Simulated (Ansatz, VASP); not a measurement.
# ZnSe (Stilleite) in two plane-wave programs

Wanted: the spread between two codes on one cell, functional and k mesh. The cell is taken from a series of VASP runs on this material, whose earlier steps may have relaxed, scaled or displaced it; both programs get it as it stands. Valence electrons are named where the data sets of a main pair hold unlike numbers.

Main program and level: Ansatz 0.2.0; plane waves, with VASP 6.6.1 beside it; band structure at HSE06.

**1. Set-up**

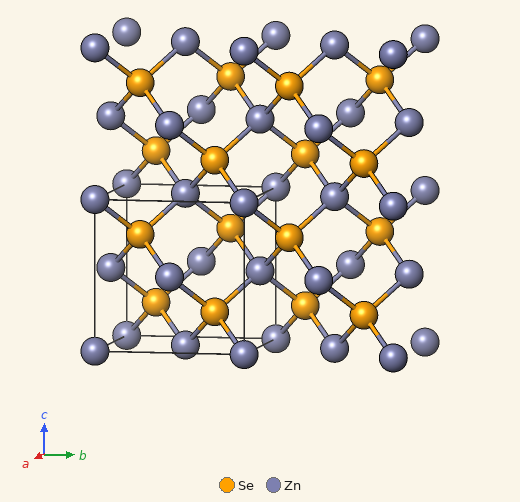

The cell as given, slightly off an axis (selenium orange, zinc blue). 1×2×2 cells are drawn. This picture shows the conventional cell, with its axes. Bonds to atoms that aren't drawn are left out. Some periodic images of atoms are drawn too.

As a file:

```xyz
2
Lattice="0.0000 2.8338 2.8338 2.8338 0.0000 2.8338 2.8338 2.8338 0.0000" Properties=species:S:1:pos:R:3 pbc="T T T"
Se    4.2507    4.2507    4.2507
Zn    0.0000    0.0000    0.0000
```

**2. VASP: band structure, HSE06**

The same path points are solved in both programs, so levels can be compared one by one.

Lines of VASP's logs that name or quote its potential files are left out, and so is its time.

The run reads the wave functions of an earlier VASP run, which isn't shown here.

File INCAR:

```
SYSTEM = ZnSe
PREC = Accurate
ENCUT = 350
EDIFF = 1E-06
NELM = 100
ISMEAR = 0
SIGMA = 0.03
LREAL = .FALSE.
ALGO = Normal
LHFCALC = .TRUE.
AEXX = 0.25
GGA = PE
HFSCREEN = 0.2
LASPH = .TRUE.
NBANDS = 15
PRECFOCK = Fast
LORBIT = 11
LWAVE = .FALSE.
LCHARG = .FALSE.
KPAR = 4
```

File POSCAR:

```
ZnSe
1.0
    0.0000000000      2.8338000000      2.8338000000
    2.8338000000      0.0000000000      2.8338000000
    2.8338000000      2.8338000000      0.0000000000
Se Zn
1 1
Direct
    0.7500000000      0.7500000000      0.7500000000
    0.0000000000      0.0000000000      0.0000000000
```

File KPOINTS:

```
Automatic mesh
0
Gamma
5 5 5
0 0 0
```

File KPOINTS_OPT:

```
Line mode
10
Line-mode
Reciprocal
  0.00000000   0.00000000   0.00000000 GAMMA
  0.50000000   0.00000000   0.50000000 X

  0.50000000   0.00000000   0.50000000 X
  0.50000000   0.25000000   0.75000000 W

  0.50000000   0.25000000   0.75000000 W
  0.37500000   0.37500000   0.75000000 K

  0.37500000   0.37500000   0.75000000 K
  0.00000000   0.00000000   0.00000000 GAMMA

  0.00000000   0.00000000   0.00000000 GAMMA
  0.50000000   0.50000000   0.50000000 L

  0.50000000   0.50000000   0.50000000 L
  0.62500000   0.25000000   0.62500000 U

  0.62500000   0.25000000   0.62500000 U
  0.50000000   0.25000000   0.75000000 W

  0.50000000   0.25000000   0.75000000 W
  0.50000000   0.50000000   0.50000000 L

  0.50000000   0.50000000   0.50000000 L
  0.37500000   0.37500000   0.75000000 K

  0.62500000   0.25000000   0.62500000 U
  0.50000000   0.00000000   0.50000000 X
```

The projector-augmented-wave data sets are Se and Zn (PBE family, release 64).

Command:

```sh
> mpirun -np 4 vasp_std
```

Numbers of over 12 decimals in the logs are rounded to 6 here.

The log of the run:

```text
[banner, memory and clock lines left out]
running    4 mpi-ranks, on    1 nodes
 distrk:  each k-point on    1 cores,    4 groups
 distr:  one band on    1 cores,    1 groups

 POSCAR found type information on POSCAR SeZn
 POSCAR found :  2 types and       2 ions
 LDA part: xc-table for (Slater+PW92), standard interpolation
 found WAVECAR, reading the header
 POSCAR, INCAR and KPOINTS ok, starting setup
 FFT: planning ... GRIDC
 FFT: planning ... GRID_SOFT
 FFT: planning ... GRID
 reading WAVECAR
 the WAVECAR file was read successfully
 initial charge from wavefunction
 entering main loop
       N       E                     dE             d eps       ncg     rms          rms(c)
DAV:   1    -0.747821072088E+01   -0.74782E+01   -0.13256E+00   386   0.296E+01    0.276E+00
DAV:   2    -0.743168352055E+01    0.46527E-01   -0.26868E-01   349   0.104E+01    0.140E+00
DAV:   3    -0.742986452155E+01    0.18190E-02   -0.28491E-02   370   0.277E+00    0.867E-01
DAV:   4    -0.742899635197E+01    0.86817E-03   -0.25496E-03   307   0.601E-01    0.520E-01
DAV:   5    -0.742878548575E+01    0.21087E-03   -0.51888E-04   345   0.213E-01    0.304E-01
DAV:   6    -0.742873627086E+01    0.49215E-04   -0.10015E-04   321   0.889E-02    0.169E-01
DAV:   7    -0.742871450992E+01    0.21761E-04   -0.10191E-05   335   0.280E-02    0.920E-02
DAV:   8    -0.742870716761E+01    0.73423E-05   -0.41659E-06   314   0.145E-02    0.484E-02
DAV:   9    -0.742870564153E+01    0.15261E-05   -0.15252E-06   342   0.902E-03    0.252E-02
DAV:  10    -0.742870506666E+01    0.57487E-06   -0.51229E-07   241   0.555E-03
   1 F= -.74287051E+01 E0= -.74287051E+01  d E =-.892597E-13
 Start KPOINTS_OPT (optional k-point list driver)
k-point batch [1-10\100]
       N       E                     dE             ncg
DAV:   1     0.230248704770E+02   -0.25066E+04      300
DAV:   2    -0.940613457751E+03   -0.96364E+03      307
DAV:   3    -0.100610840632E+04   -0.65495E+02      363
DAV:   4    -0.100708854468E+04   -0.98014E+00      391
DAV:   5    -0.100709464201E+04   -0.60973E-02      391
DAV:   6    -0.100709468059E+04   -0.38584E-04      384
DAV:   7    -0.100709468096E+04   -0.36601E-06      297
[...]
k-point batch [91-100\100]
       N       E                     dE             ncg
DAV:   1    -0.912593380631E+02   -0.54899E+04      300
DAV:   2    -0.102378780791E+04   -0.93253E+03      342
DAV:   3    -0.107844627331E+04   -0.54658E+02      377
DAV:   4    -0.107918145525E+04   -0.73518E+00      391
DAV:   5    -0.107918608446E+04   -0.46292E-02      398
DAV:   6    -0.107918611462E+04   -0.30155E-04      391
DAV:   7    -0.107918611489E+04   -0.26667E-06      318
```

Parts of OUTCAR (step 2):

```text
ion  position               nearest neighbor table
   1  0.750  0.750  0.750-   2 2.45   2 2.45   2 2.45   2 2.45
   2  0.000  0.000  0.000-   1 2.45   1 2.45   1 2.45   1 2.45

  LATTYP: Found a face centered cubic cell.
 ALAT       =     5.6676000000

 Subroutine GETGRP returns: Found 24 space group operations
 (whereof 24 operations were pure point group operations)

The static configuration has the point symmetry T_d .

 Found     10 irreducible k-points:

   k-points           NKPTS =     10   k-points in BZ     NKDIM =    125   number of bands    NBANDS=     15

   dimension x,y,z NGX =    24 NGY =   24 NGZ =   24
   dimension x,y,z NGXF=    48 NGYF=   48 NGZF=   48

   ENCUT  =  350.0 eV  25.72 Ry    5.07 a.u.   6.11  6.11  6.11*2*pi/ulx,y,z

   NELECT =      18.0000    total number of electrons

 k-points in reciprocal lattice and weights: Automatic mesh
   0.00000000  0.00000000  0.00000000       0.008
   0.20000000  0.00000000  0.00000000       0.064
   0.40000000  0.00000000  0.00000000       0.064
   0.20000000  0.20000000  0.00000000       0.048
   0.40000000  0.20000000  0.00000000       0.192
  -0.40000000  0.20000000  0.00000000       0.192
  -0.20000000  0.20000000  0.00000000       0.096
   0.40000000  0.40000000  0.00000000       0.048
  -0.40000000  0.40000000  0.00000000       0.096
  -0.40000000  0.40000000  0.20000000       0.192

  exchange ACFDT corr.  =         0.00000000  see jH, gK, PRB 81, 115126

 average (electrostatic) potential at core
       1 -52.2330       2 -29.5489

 E-fermi :   1.0959

 k-point     1 :       0.0000    0.0000    0.0000
  band No.  band energies     occupation
    ...
      5      -6.8831      2.00000
      6      -6.8831      2.00000
      7       0.9544      2.00000
      8       0.9544      2.00000
      9       0.9544      2.00000
     10       3.3801      0.00000
     11       7.9166      0.00000
     12       7.9166      0.00000
     13       7.9167      0.00000
     14      12.2679      0.00000
    ...

 k-point     2 :       0.2000    0.0000    0.0000
  band No.  band energies     occupation
    ...
      5      -6.8847      2.00000
      6      -6.8847      2.00000
      7      -1.5145      2.00000
      8       0.5974      2.00000
      9       0.5974      2.00000
     10       4.7715      0.00000
     11       8.1989      0.00000
     12       8.4597      0.00000
     13       8.4597      0.00000
     14      12.5196      0.00000
    ...

 k-point     3 :       0.4000    0.0000    0.0000
  band No.  band energies     occupation
    ...
      5      -6.8734      2.00000
      6      -6.8348      2.00000
      7      -4.1157      2.00000
      8       0.1135      2.00000
      9       0.1135      2.00000
     10       4.6821      0.00000
     11       8.5283      0.00000
     12       8.5284      0.00000
     13      10.4208      0.00000
     14      12.7768      0.00000
    ...

  energy-cutoff  :      350.00
  volume of cell :       45.51
      direct lattice vectors                 reciprocal lattice vectors
     0.000000000  2.833800000  2.833800000    -0.176441527  0.176441527  0.176441527
     2.833800000  0.000000000  2.833800000     0.176441527 -0.176441527  0.176441527
     2.833800000  2.833800000  0.000000000     0.176441527  0.176441527 -0.176441527

 POSITION                                       TOTAL-FORCE (eV/Angst)
 -----------------------------------------------------------------------------------
      4.25070      4.25070      4.25070         0.000000      0.000000      0.000000
      0.00000      0.00000      0.00000        -0.000000     -0.000000     -0.000000
 -----------------------------------------------------------------------------------
    total drift:                               -0.000144     -0.000093     -0.000091

  FREE ENERGIE OF THE ION-ELECTRON SYSTEM (eV)
  ---------------------------------------------------
  free  energy   TOTEN  =        -7.4287050667 eV

  energy  without entropy=       -7.4287050667  energy(sigma->0) =       -7.42870507

 total charge
# of ion       s       p       d       tot
------------------------------------------
    1        1.442   2.498   0.027   3.967
    2        0.495   0.441   9.818  10.753
--------------------------------------------------
tot          1.937   2.939   9.845  14.721

[... 3 further parts left out ...]
```

(Part 1 of 2 ends here.)

[Lines on the potential files, build, host, timing and source positions are cut from VASP's logs without a mark.]

[Logs are printed without paths, hosts, clocks, repeated set-up lines and the standing remarks that a program may print on its own settings, such as how far it seeks lower states.]

[Hosts, paths, dates, database ids (printed as entryN), source tags and the programs' standing remarks are cut or masked in the printed files.]
